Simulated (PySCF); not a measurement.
Breaking a bond: KF, singlet.

Computed with: UKS-M06-2X = unrestricted M06-2X/def2-TZVP (PySCF 2.14.0); RHF/def2-TZVP (PySCF); UHF/def2-TZVP (PySCF).

Magnitude of the dipole moment (D; its direction can reverse along the curve, and a method can change to another solution) and Mulliken charge of the fragment that holds K1:

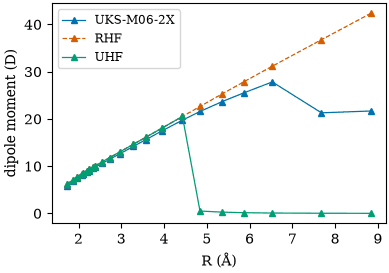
*Dipole moment against bond length.*

| R / Å | μ UKS-M06-2X | q UKS-M06-2X | μ RHF | q RHF | μ UHF | q UHF |
|---|---|---|---|---|---|---|
| 1.73 | 5.89 | 0.70 | 6.14 | 0.75 | 6.14 | 0.75 |
| 1.87 | 6.90 | 0.74 | 7.14 | 0.79 | 7.14 | 0.79 |
| 1.96 | 7.47 | 0.76 | 7.71 | 0.81 | 7.71 | 0.81 |
| 2.08 | 8.16 | 0.78 | 8.41 | 0.83 | 8.41 | 0.83 |
| 2.11 | 8.33 | 0.78 | 8.58 | 0.83 | 8.58 | 0.83 |
| 2.19 | 8.76 | 0.79 | 9.02 | 0.84 | 9.02 | 0.84 |
| 2.25 | 9.07 | 0.80 | 9.35 | 0.85 | 9.35 | 0.85 |
| 2.34 | 9.53 | 0.81 | 9.82 | 0.86 | 9.82 | 0.86 |
| 2.39 | 9.78 | 0.81 | 10.08 | 0.86 | 10.08 | 0.86 |
| 2.56 | 10.63 | 0.82 | 10.96 | 0.87 | 10.96 | 0.87 |
| 2.73 | 11.46 | 0.83 | 11.82 | 0.88 | 11.82 | 0.88 |
| 2.97 | 12.64 | 0.84 | 13.05 | 0.89 | 13.05 | 0.89 |
| 3.28 | 14.17 | 0.85 | 14.63 | 0.90 | 14.63 | 0.90 |
| 3.57 | 15.60 | 0.86 | 16.11 | 0.91 | 16.11 | 0.91 |
| 3.95 | 17.46 | 0.87 | 18.05 | 0.93 | 18.05 | 0.93 |
| 4.43 | 19.75 | 0.89 | 20.52 | 0.95 | 20.52 | 0.95 |
| 4.84 | 21.58 | 0.90 | 22.64 | 0.96 | 0.51 | 0.01 |
| 5.36 | 23.68 | 0.90 | 25.30 | 0.98 | 0.27 | 0.00 |
| 5.86 | 25.50 | 0.90 | 27.83 | 0.99 | 0.16 | 0.00 |
| 6.53 | 27.83 | 0.89 | 31.16 | 1.00 | 0.08 | 0.00 |
| 7.68 | 21.30 | 0.59 | 36.77 | 1.00 | 0.04 | 0.00 |
| 8.83 | 21.68 | 0.52 | 42.33 | 1.00 | 0.02 | 0.00 |

The unrestricted determinant behind UKS-M06-2X is spin-contaminated at 7.68 to 8.83 Å (<S²> up to 0.5, against 0.00 for a pure singlet). At the longest distance UKS-M06-2X leaves fractional charges on the fragments, a sign of delocalisation error or of the restricted form. The restricted form behind RHF keeps the bonding electrons paired and can't separate into open-shell fragments. The unrestricted determinant behind UHF is spin-contaminated at 4.84 to 8.83 Å (<S²> up to 1.0, against 0.00 for a pure singlet).
